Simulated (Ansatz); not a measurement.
```yaml
atoms:
  - { symbol: O, position_ang: [1.0802, -2.1315, 0.3011] }
  - { symbol: C, position_ang: [0.6404, -1.0238, 0.3693] }
  - { symbol: Si, position_ang: [1.1921, 0.6629, 1.1763] }
  - { symbol: Si, position_ang: [-0.9007, -0.0916, -0.3069] }
  - { symbol: Cl, position_ang: [-1.0846, 0.5370, -2.2364] }
  - { symbol: H, position_ang: [-0.3395, 1.1775, 0.5113] }
  - { symbol: H, position_ang: [1.7354, 0.9598, -0.2176] }
  - { symbol: H, position_ang: [-2.2312, -0.1475, 0.3472] }
```

Geometry: PBE0-D4/def2-TZVP.

The calculation used RKS PBE0-D4/def2-TZVPP (Ansatz 0.2.0).

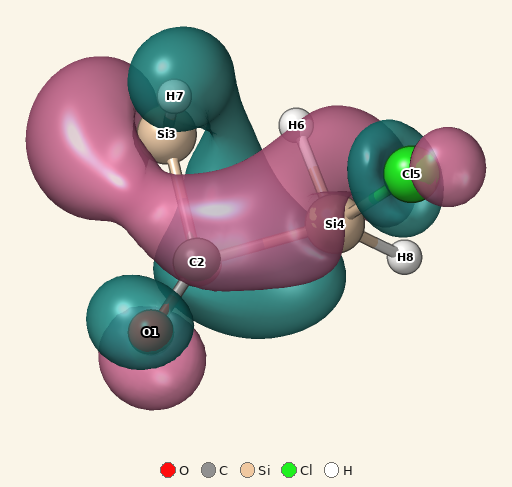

CH₃ClOSi₂. The LUMO at ±0.1 Å⁻³ᐟ² (teal and pink are the two phases), seen across its widest extent.

### Where does this orbital lie, and at what energy?

By Hirshfeld shares it lies mainly on Si3 (about 25 %), C2 (about 20 %), Si4 (about 20 %), O1 (about 15 %) and Cl5 (about 10 %). Its energy is −2.36 eV.
